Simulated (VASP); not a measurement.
Band structure of SiO2 (rutile). Method: AM05 GGA, VASP's PBE PAW potentials (set 64) (plane waves; VASP).

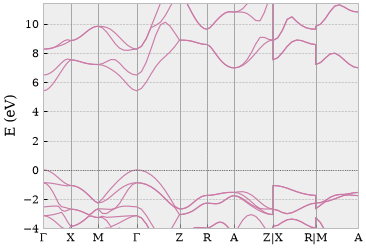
Figure: Bands along high-symmetry lines, zero at the valence-band maximum or, without a gap, the Fermi level

**Question.** Read the plot: is there a gap, and where are the band edges?

**Answer.** The gap is direct, 5.41 eV, from the valence maximum at Γ to the conduction minimum at Γ. (Edges off the drawn lines would not show.)

The compound is SiO2 in the rutile structure, stishovite, a high-pressure form. It was relaxed first.
